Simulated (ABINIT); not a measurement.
# Beyond one shot: H6PbCBr3N (Pm), part 3 of 3

Aim: iterate the self-energy on H6PbCBr3N (Pm) and follow the gap from cycle to cycle.

ABINIT 10.8.3; PBEsol and many-body steps on it, plane waves. Known limits of the many-body steps: not at the basis limit; no spin-orbit coupling; coarse k mesh.

So far. Step 8 (evGW0, cycle 4): Against the cycle before, the gap moves by −0.001 eV. Step 11 (evGW, cycle 1): Against G0W0 in ABINIT (2×2×2 mesh, 165 bands, screening to 89.8 eV, Godby-Needs plasmon pole), the gap moves by +0.737 eV.

### 14. evGW, cycle 2

This step: evGW on PBEsol, plane waves, norm-conserving pseudopotentials.

run.abi reads:

```
acell 3*1.0 Angstrom
rprim 
  6.038531000000 -0.000000000000 -0.000000000000
  -0.000000000000 6.059680000000 0.000000000000
  -0.007679000000 0.000000000000 6.128174000000
ntypat 5
znucl 1 82 6 35 7
natom 12
typat 1 1 1 1 1 1 2 3 4 4 4 5
xred 
  0.218258000000 0.862101000000 0.968190000000
  0.177786000000 0.000000000000 0.198636000000
  0.825095000000 0.851944000000 0.061619000000
  0.869341000000 0.000000000000 0.811715000000
  0.825095000000 0.148056000000 0.061619000000
  0.218258000000 0.137899000000 0.968190000000
  0.475266000000 0.500000000000 0.477994000000
  0.897311000000 0.000000000000 0.988520000000
  0.430028000000 0.500000000000 0.972748000000
  0.434852000000 0.000000000000 0.512708000000
  0.966538000000 0.500000000000 0.440736000000
  0.140606000000 0.000000000000 0.032465000000
pp_dirpath "pseudos"
pseudos "H.upf, Pb.upf, C.upf, Br.upf, N.upf"
ecut 37
ngkpt 2 2 2
nshiftk 1
shiftk 0 0 0
kptopt 1
chksymbreak 0
istwfk *1
occopt 1
irdwfk 1
optdriver 4
nband 165
gwcalctyp 10
ecutsigx 37
symsigma 1
nkptgw 8
kptgw 
  0.0000000000 0.0000000000 0.0000000000
  0.5000000000 0.0000000000 0.0000000000
  0.0000000000 0.5000000000 0.0000000000
  0.5000000000 0.5000000000 0.0000000000
  0.0000000000 0.0000000000 0.5000000000
  0.5000000000 0.0000000000 0.5000000000
  0.0000000000 0.5000000000 0.5000000000
  0.5000000000 0.5000000000 0.5000000000
bdgw 
  30 51
  30 51
  30 51
  30 51
  30 51
  30 51
  30 51
  30 51
ecuteps 3.3
irdscr 1
ppmodel 1
irdqps 1
indata_prefix "in"
outdata_prefix "out"
tmpdata_prefix "tmp"
```

Run with:

```console
$ OMP_NUM_THREADS=1 mpirun -n 8 abinit run.abi > log
```

Numbers of over 12 decimals in the logs are rounded to 6 here.

The program printed:

```text
.Version 10.8.3 of ABINIT. v10.8.2 released Aug 2026.

 Symmetries : space group Pm (#  6); Bravais mP (primitive monocl.)
[... echo of the input left out ...]
== DATASET  1 ==================================================================
-   mpi_nproc: 8, omp_nthreads: 1 (-1 if OMP is not activated)

--- !DatasetInfo
iteration_state: {dtset: 1, }
dimensions: {natom: 12, nkpt: 8, mband: 165, nsppol: 1, nspinor: 1, nspden: 1, mpw: 16306, }
cutoff_energies: {ecut:  37.0, pawecutdg:  -1.0, }
[...]
.  kptgw no:  3; Maximum DeltaE = (   0.024   0.000) for band index:  1
[...]
.  kptgw no:  7; Maximum DeltaE = (   0.017  -0.000) for band index:  1
.  kptgw no:  8; Maximum DeltaE = (   0.018   0.000) for band index:  1

== END DATASET(S) ==============================================================
================================================================================

 -outvars: echo values of variables after computation  --------
           etotal      0.0000000000E+00
            nband         165
             nkpt           8
          spgroup           6
 [... the other variables as echoed above ...]

 Calculation completed.
```

The job ended after 5.8 min (8 MPI ranks of Arm Neoverse V1, shared host; peak memory 9.5 GiB; 46 min of CPU time).

Numbers from this step:

```
quasiparticle gap on the mesh                         : 4.623 eV
gap of the density functional on the mesh             : 2.005 eV
k of the valence top                                  : 0.5, 0.5, 0.5
k of the conduction bottom                            : 0.5, 0.5, 0.5
least direct quasiparticle gap on the computed points : 4.623 eV
```

Against the cycle before, the gap moves by +0.053 eV.

### 15. Screening, 2×2×2 mesh, 165 bands, screening to 89.8 eV

This step: RPA screening on PBEsol, plane waves, norm-conserving pseudopotentials.

run.abi: that of step 14 with these lines changed.

```diff
@@ -33,30 +33,13 @@
 irdwfk 1
-optdriver 4
+optdriver 3
 nband 165
+ecuteps 3.3
+inclvkb 2
+awtr 1
+symchi 1
 gwcalctyp 10
-ecutsigx 37
-symsigma 1
-nkptgw 8
-kptgw 
-  0.0000000000 0.0000000000 0.0000000000
-  0.5000000000 0.0000000000 0.0000000000
-  0.0000000000 0.5000000000 0.0000000000
-  0.5000000000 0.5000000000 0.0000000000
-  0.0000000000 0.0000000000 0.5000000000
-  0.5000000000 0.0000000000 0.5000000000
-  0.0000000000 0.5000000000 0.5000000000
-  0.5000000000 0.5000000000 0.5000000000
-bdgw 
-  30 51
-  30 51
-  30 51
-  30 51
-  30 51
-  30 51
-  30 51
-  30 51
-ecuteps 3.3
-irdscr 1
-ppmodel 1
-irdqps 1
+mbpt_sciss 2.903 eV
+nqptdm 1
+qptdm 
+  0 0 0
 indata_prefix "in"
```

The program printed:

```text
.Version 10.8.3 of ABINIT. v10.8.2 released Aug 2026.

 Symmetries : space group Pm (#  6); Bravais mP (primitive monocl.)
[... echo of the input left out ...]
== DATASET  1 ==================================================================
-   mpi_nproc: 8, omp_nthreads: 1 (-1 if OMP is not activated)

--- !DatasetInfo
iteration_state: {dtset: 1, }
dimensions: {natom: 12, nkpt: 8, mband: 165, nsppol: 1, nspinor: 1, nspden: 1, mpw: 16306, }
cutoff_energies: {ecut:  37.0, pawecutdg:  -1.0, }
[...]
[... chi0 elements left out ...]
 For q-point:  0.000010 0.000020 0.000030
  dielectric constant =   4.1747
  dielectric constant without local fields =   4.6247

  Average fulfillment of the sum rule on Im[epsilon] for q-point    1 :     49.61  [%]
[... wings left out ...]
== END DATASET(S) ==============================================================
================================================================================

 -outvars: echo values of variables after computation  --------
           etotal      0.0000000000E+00
            nband         165
             nkpt           8
          spgroup           6
 [... the other variables as echoed above ...]

 Calculation completed.
```

The job ended after 1.7 min (8 MPI ranks; peak memory 8.4 GiB).

Numbers from this step:

* ε∞ with local fields, on this mesh, along the program's q direction: 4.175
* the same without local fields: 4.625
* plasma frequency: 23.26 eV
* plane waves in the screening matrix: 453

This screening uses the functional's bands under a rigid shift, the mean opening of the cycle before.

### 16. Screening, 2×2×2 mesh, 165 bands, screening to 89.8 eV

This step: RPA screening on PBEsol from quasiparticle energies, plane waves, norm-conserving pseudopotentials.

run.abi: that of step 15 with these lines changed.

```diff
@@ -39,7 +39,13 @@
 symchi 1
+irdqps 1
 gwcalctyp 10
-mbpt_sciss 2.903 eV
-nqptdm 1
+nqptdm 7
 qptdm 
-  0 0 0
+  0.5000000000 0.0000000000 0.0000000000
+  0.0000000000 0.5000000000 0.0000000000
+  0.5000000000 0.5000000000 0.0000000000
+  0.0000000000 0.0000000000 0.5000000000
+  0.5000000000 0.0000000000 0.5000000000
+  0.0000000000 0.5000000000 0.5000000000
+  0.5000000000 0.5000000000 0.5000000000
 indata_prefix "in"
```

mrgscr.stdin reads:

```
2
merged
q0_SCR
out_SCR
1
```

Run with:

```console
$ OMP_NUM_THREADS=1 mpirun -n 8 abinit run.abi > log; mrgscr < mrgscr.stdin
```

The program printed:

```text
.Version 10.8.3 of ABINIT. v10.8.2 released Aug 2026.

 Symmetries : space group Pm (#  6); Bravais mP (primitive monocl.)
[... echo of the input left out ...]
== DATASET  1 ==================================================================
-   mpi_nproc: 8, omp_nthreads: 1 (-1 if OMP is not activated)

--- !DatasetInfo
iteration_state: {dtset: 1, }
dimensions: {natom: 12, nkpt: 8, mband: 165, nsppol: 1, nspinor: 1, nspden: 1, mpw: 16306, }
cutoff_energies: {ecut:  37.0, pawecutdg:  -1.0, }
[...]
q-point number  1        q = ( 0.500000, 0.000000, 0.000000) [r.l.u.]
--------------------------------------------------------------------------------
[... chi0 elements left out ...]
  Average fulfillment of the sum rule on Im[epsilon] for q-point    2 :     53.81  [%]

--------------------------------------------------------------------------------
  q-point number  2        q = ( 0.000000, 0.500000, 0.000000) [r.l.u.]
--------------------------------------------------------------------------------
[... chi0 elements left out ...]
  Average fulfillment of the sum rule on Im[epsilon] for q-point    3 :     53.92  [%]

 [... 5 further q-points ...]
```

Wall time 76 s (8 MPI ranks); peak memory 6.8 GiB; 10 min of CPU time.

This step gave:

| Quantity | Value |
| --- | --- |
| plasma frequency | 23.26 eV |
| plane waves in the screening matrix | 453 |

This screening reads the quasiparticle levels of the cycle before.

### 17. evGW, cycle 3

This step: evGW on PBEsol, plane waves, norm-conserving pseudopotentials.

run.abi: that of step 16 with these lines changed.

```diff
@@ -33,12 +33,10 @@
 irdwfk 1
-optdriver 3
+optdriver 4
 nband 165
-ecuteps 3.3
-inclvkb 2
-awtr 1
-symchi 1
-irdqps 1
 gwcalctyp 10
-nqptdm 7
-qptdm 
+ecutsigx 37
+symsigma 1
+nkptgw 8
+kptgw 
+  0.0000000000 0.0000000000 0.0000000000
   0.5000000000 0.0000000000 0.0000000000
@@ -50,2 +48,15 @@
   0.5000000000 0.5000000000 0.5000000000
+bdgw 
+  30 51
+  30 51
+  30 51
+  30 51
+  30 51
+  30 51
+  30 51
+  30 51
+ecuteps 3.3
+irdscr 1
+ppmodel 1
+irdqps 1
 indata_prefix "in"
```

Run with:

```console
$ OMP_NUM_THREADS=1 mpirun -n 8 abinit run.abi > log
```

The program printed:

```text
.Version 10.8.3 of ABINIT. v10.8.2 released Aug 2026.

 Symmetries : space group Pm (#  6); Bravais mP (primitive monocl.)
[... echo of the input left out ...]
== DATASET  1 ==================================================================
-   mpi_nproc: 8, omp_nthreads: 1 (-1 if OMP is not activated)

--- !DatasetInfo
iteration_state: {dtset: 1, }
dimensions: {natom: 12, nkpt: 8, mband: 165, nsppol: 1, nspinor: 1, nspden: 1, mpw: 16306, }
cutoff_energies: {ecut:  37.0, pawecutdg:  -1.0, }
[...]
.  kptgw no:  3; Maximum DeltaE = (   0.002  -0.000) for band index:  4
[...]
.  kptgw no:  7; Maximum DeltaE = (   0.002  -0.000) for band index:  2
.  kptgw no:  8; Maximum DeltaE = (   0.002   0.000) for band index:  1

== END DATASET(S) ==============================================================
================================================================================

 -outvars: echo values of variables after computation  --------
           etotal      0.0000000000E+00
            nband         165
             nkpt           8
          spgroup           6
 [... the other variables as echoed above ...]

 Calculation completed.
```

Elapsed: 5.8 min, on 8 MPI ranks; peak memory 9.5 GiB; 47 min of CPU time.

Numbers from this step:

```
quasiparticle gap on the mesh                         : 4.628 eV
gap of the density functional on the mesh             : 2.005 eV
k of the valence top                                  : 0.5, 0.5, 0.5
k of the conduction bottom                            : 0.5, 0.5, 0.5
least direct quasiparticle gap on the computed points : 4.628 eV
```

Against the cycle before, the gap moves by +0.005 eV.

### 18. The runs together

Times are wall times on 8 MPI ranks of Arm Neoverse V1, shared host, good to a factor of about two. A run's time includes the screening step that it read.

```
           run   mesh  bands  screening cutoff (eV)  DFT gap (eV)  gap on the mesh (eV)  direct (eV)  ε∞ used     time
          G0W0  2×2×2    165                   89.8         2.005                 3.833        3.833     6.43  3.2 min
evGW0, cycle 1  2×2×2    165                   89.8         2.005                 4.263        4.263     6.43  8.6 min
evGW0, cycle 2  2×2×2    165                   89.8         2.005                 4.082        4.082     6.43  8.6 min
evGW0, cycle 3  2×2×2    165                   89.8         2.005                 4.095        4.095     6.43  8.6 min
evGW0, cycle 4  2×2×2    165                   89.8         2.005                 4.094        4.094     6.43  8.5 min
 evGW, cycle 1  2×2×2    165                   89.8         2.005                 4.570        4.570     4.44  8.6 min
 evGW, cycle 2  2×2×2    165                   89.8         2.005                 4.623        4.623     4.20  8.6 min
 evGW, cycle 3  2×2×2    165                   89.8         2.005                 4.628        4.628     4.17  8.8 min
```

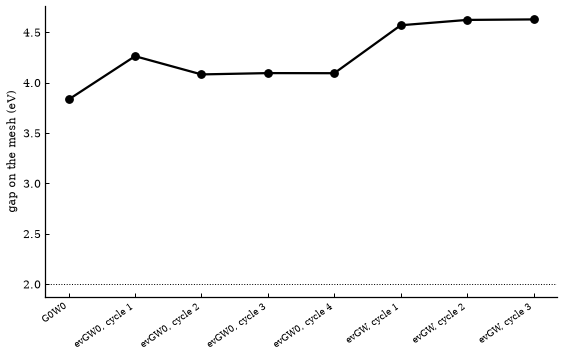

The gap through the cycles; the dotted line is the starting gap.

### 19. Outcome

- G0W0: 3.833 eV
- evGW0, cycle 1: 4.263 eV
- evGW0, cycle 2: 4.082 eV
- evGW0, cycle 3: 4.095 eV
- evGW0, cycle 4: 4.094 eV
- evGW, cycle 1: 4.570 eV
- evGW, cycle 2: 4.623 eV
- evGW, cycle 3: 4.628 eV
- known limits: not at the basis limit; no spin-orbit coupling; coarse k mesh

Only the bands that the input lists are updated; the others, empty or deep, keep the functional's energies or take a rigid shift. The evGW loop starts from the last levels of evGW0, so its cycles and time come on top of those. evGW0 ends at 4.09 eV, +0.26 eV from G0W0, after 4 cycles that took 23 min beside the first screening; the last moved the gap by 0.001 eV. evGW ends at 4.63 eV, +0.79 eV from G0W0, after 3 cycles that took 26 min beside the first screening; the last moved the gap by 0.005 eV. The first cycle of evGW0 takes the full correction, without the factor Z, so it overshoots the one-shot value. Bands and cutoff are finite, so the gap is not at the basis limit. The miss can reach some tenths of an eV and take either sign; the mesh is an error of its own. The 2×2×2 mesh is coarse for this cell, which bears on the long-range parts of exchange and screening. Where an edge is built on 6p states of lead, bismuth or thallium, scalar-relativistic gaps usually stand too wide, by a few tenths to over one eV. In the updated screening the q = 0 part is built from Kohn-Sham bands under a rigid shift, the other q from the quasiparticle levels. The many-body steps are scalar-relativistic: spin-orbit coupling is not in them.

[Paths, hosts, dates, memory and timing lines, banners, echoed tables and standing remarks are left out of the program output.]

[Logs are printed without paths, hosts, clocks, repeated set-up lines and the standing remarks that a program may print on its own settings, such as how far it seeks lower states.]

[Runs of the session that timed out or met a known fault of the program may be left out.]

[Hosts, paths, dates, database ids (printed as entryN), source tags and the programs' standing remarks are cut or masked in the printed files.]

[G0W0 gaps are taken among the corrected bands and points alone; a level outside them can change the order at an edge.]

[Where Ansatz stands beside ABINIT at settings called matched, ABINIT's density can come from a denser mesh and the files from another edition; pairs whose starting gaps differed by over 0.03 eV were left out, so agreement reads better than it is.]
